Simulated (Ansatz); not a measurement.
# CH6AlFSi (SMILES C[SiH2][AlH][F]) at wB97M-V/6-31G(d) (spherical functions)

Aim: the vertical singlet–triplet gap of CH6AlFSi at wB97M-V/6-31G* (spherical functions), from 2 runs. 

Program for the calculation: Ansatz 0.2.0.

128 further runs of the same task are left out: 128 set aside as unsound or not needed.

**1. The molecule**

The species is CH6AlFSi (10 atoms), meant as a singlet with charge 0. As SMILES, `C[SiH2][AlH][F]`. The coordinates come from a PBE0-D4/def2-TZVP relaxation. This is one conformer, not always the lowest.

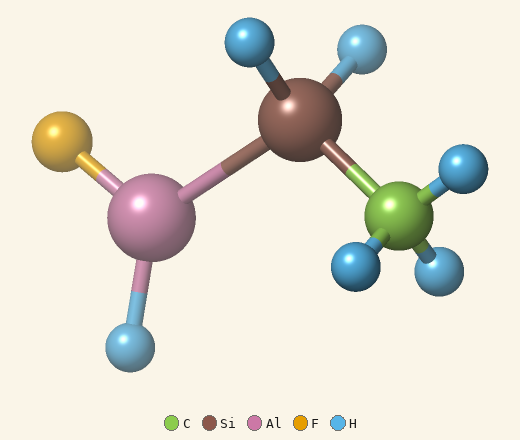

Viewed from a chosen angle; carbon green, silicon brown, aluminium pink, fluorine amber, hydrogen blue.

**2. A single-point energy at wB97M-V/6-31G(d) (spherical functions)**

Contents of in.yaml:

```yaml
crystal:
  periodic: [false, false, false]
  atoms:
    - {symbol: C, position_ang: [0.209300, 1.522100, -0.549700]}
    - {symbol: Si, position_ang: [-0.487300, 0.185700, 0.578100]}
    - {symbol: Al, position_ang: [0.320500, -2.061900, 0.018500]}
    - {symbol: F, position_ang: [-0.271300, -3.324400, 0.910100]}
    - {symbol: H, position_ang: [-0.171000, 2.504900, -0.262800]}
    - {symbol: H, position_ang: [-0.069900, 1.340800, -1.589900]}
    - {symbol: H, position_ang: [1.299800, 1.551100, -0.495300]}
    - {symbol: H, position_ang: [-1.978700, 0.198000, 0.509600]}
    - {symbol: H, position_ang: [-0.129200, 0.490400, 1.995500]}
    - {symbol: H, position_ang: [1.361100, -2.457900, -1.111000]}
basis:
  gaussian: {orbitals: 6-31G_st_-spherical.json}
hamiltonian: {xc: {name: wB97M-V}}
accuracy: high
output: {orbitals: {seedname: orbitals}}
```

The basis set 6-31G* is read from a file made from the Basis Set Exchange's data (not shown).

On the command line:

```bash
$ ansatz run in.yaml --threads 1 --pin off --max-ram 3480MiB --events-out events.jsonl --progress --plain --runs-dir runs
```

Output:

```text
Warning: RAYON_NUM_THREADS=1 ignored (pool sized by the plan → 1); use --threads N
Functional definition: wB97M-V
  name "wB97M-V"
  parameter omega = 0.3/bohr
  parameter cx = 0.15
  parameter cx01 = 1.007
  parameter cx10 = 0.259
  parameter css00 = 0.443
  parameter css04 = -1.437
  parameter css10 = -4.535
  parameter css20 = -3.390
  parameter css43 = 4.278
  parameter cos00 = 1.000
  parameter cos10 = 1.358
  parameter cos20 = 2.924
  parameter cos21 = -8.812
  parameter cos60 = -1.390
  parameter cos61 = 9.142
  parameter b = 6.0
  parameter c = 0.01
  gx(w, u) = 1 - cx + cx01*u + cx10*w
  gss(w, u) = css00 + css04*u^4 + css10*w + css20*w^2 + css43*w^4*u^3
  gos(w, u) = cos00 + cos10*w + (cos20 + cos21*u)*w^2 + (cos60 + cos61*u)*w^6
  exchange = spin_sum(e_x_unif_sr(omega)*gx(b97_w, b97_u_x)) + cx*exact_x_sr(omega) + exact_x_lr(omega)
  correlation = spin_sum(e_c_pw_mod_same_spin*gss(b97_w, b97_u_same))
      + integral(e_c_pw_mod_opposite_spin*gos(b97_w_opposite, b97_u_opposite)) + vv10(b, c)
1733 factors; integrals over basis functions are off by at most 7.2e-9 eV
417 factors; integrals over basis functions are off by at most 2.5e-9 eV
mean field evaluation 1: about -18320.7764 eV, gradient 4.2e1 eV
mean field evaluation 2: about -18320.9803 eV, gradient 4.6e1 eV
mean field evaluation 4: about -18324.2424 eV, gradient 1.5e0 eV
mean field evaluation 8: about -18324.3639 eV, gradient 2.1e-2 eV
mean field evaluation 16: about -18324.3639 eV, gradient 1.4e-5 eV
mean field -18324.36390526 eV, -673.4079528183 hartree, gradient 5.6e-8 eV, S^2 0.000000; 0 other end points of the search recorded, 0 dependent functions left out
reference -18324.36391123 eV, -673.4079530377 hartree; 24, 24 occupied and 52, 52 virtual orbitals, 1733 factors
Total energy: -18324.36391123 eV, -673.4079530377 hartree
```

Wall time 93 s (1 thread of Arm Neoverse V1, shared host); peak memory 0.58 GiB.

**3. The triplet**

Contents of run.yaml:

```yaml
crystal:
  periodic: [false, false, false]
  atoms:
    - {symbol: C, position_ang: [0.209300, 1.522100, -0.549700]}
    - {symbol: Si, position_ang: [-0.487300, 0.185700, 0.578100]}
    - {symbol: Al, position_ang: [0.320500, -2.061900, 0.018500]}
    - {symbol: F, position_ang: [-0.271300, -3.324400, 0.910100]}
    - {symbol: H, position_ang: [-0.171000, 2.504900, -0.262800]}
    - {symbol: H, position_ang: [-0.069900, 1.340800, -1.589900]}
    - {symbol: H, position_ang: [1.299800, 1.551100, -0.495300]}
    - {symbol: H, position_ang: [-1.978700, 0.198000, 0.509600]}
    - {symbol: H, position_ang: [-0.129200, 0.490400, 1.995500]}
    - {symbol: H, position_ang: [1.361100, -2.457900, -1.111000]}
basis:
  gaussian:
    orbitals: 6-31G_st_-spherical.json
total_charge: 0
magnetization:
  spin_polarized: true
  initial_magnetization: 2
hamiltonian:
  xc: {name: wB97M-V}
accuracy: high
output: {orbitals: {seedname: orbitals}}
```

The basis set 6-31G* is read from a file made from the Basis Set Exchange's data (not shown).

On the command line:

```bash
$ ansatz run run.yaml --threads 1 --pin off --max-ram 3480MiB --events-out events.jsonl --progress --plain --runs-dir runs
```

Output, cut to the lines that bear on the results:

```text
Warning: RAYON_NUM_THREADS=1 ignored (pool sized by the plan → 1); use --threads N
[... 2 set-up lines as earlier in the session ...]
[...]
  gx(w, u) = 1 - cx + cx01*u + cx10*w
  gss(w, u) = css00 + css04*u^4 + css10*w + css20*w^2 + css43*w^4*u^3
  gos(w, u) = cos00 + cos10*w + (cos20 + cos21*u)*w^2 + (cos60 + cos61*u)*w^6
[...]
      + integral(e_c_pw_mod_opposite_spin*gos(b97_w_opposite, b97_u_opposite)) + vv10(b, c)
1732 factors; integrals over basis functions are off by at most 7.2e-9 eV
417 factors; integrals over basis functions are off by at most 2.5e-9 eV
[...]
mean field -18319.90726658 eV, -673.2441743677 hartree, gradient 8.2e-8 eV, S^2 2.003206; 2 other end points of the search recorded, 0 dependent functions left out
reference -18319.90727193 eV, -673.2441745642 hartree; 25, 23 occupied and 51, 53 virtual orbitals, 1732 factors
Total energy: -18319.90727193 eV, -673.2441745642 hartree
```

Run time: 3.5 min. Hardware: 1 thread of Arm Neoverse V1, shared host; peak memory 1.1 GiB.

**4. Summary of results**

Level: wB97M-V/6-31G* (spherical functions).

```
                                        quantity          value
                           singlet: total energy  -673.40795 Eh
                            singlet: HOMO energy       -9.37 eV
                            singlet: LUMO energy        0.23 eV
                          singlet: HOMO–LUMO gap        9.60 eV
                           triplet: total energy  -673.24417 Eh
     triplet: HOMO energy (highest over α and β)       -4.97 eV
      triplet: LUMO energy (lowest over α and β)       -4.11 eV
                                   triplet: ⟨S²⟩          2.003
vertical energy of the triplet above the singlet       4.457 eV
```

What this shows: At this shape the triplet lies 4.46 eV (103 kcal/mol) above the singlet.
